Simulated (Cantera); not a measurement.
A closed system holds: 1 mol (CH₃)₂SiCl₂, 0.11 mol CH₄, 8.6 mol H₂, 0.03 mol C₃H₈, equilibrated at 0.120 bar.

Equilibrium computed with Cantera from the NASA thermochemical tables; the gas is ideal and each condensed phase is pure. Candidate condensed phases: C, C₆H₆, C₇H₈, C₈H₁₈, Si, SiC; 109 gas species. The feed counts by its element totals alone. The tables' values for SiCl₃ are old estimates; treat these amounts as uncertain. Kinetics and transport are ignored.

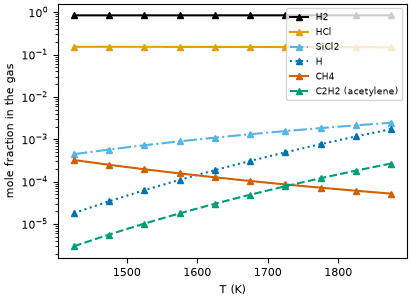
Fig. 1. Equilibrium gas composition (values under 1e-9 drawn at 1e-9)

Task: Read off the mole fractions at 1675 K.

Result: H₂ about 0.85, HCl about 0.15, SiCl₂ about 0.0013, H about 0.00031, CH₄ about 0.00010, C₂H₂ (acetylene) about 4.9e-5.
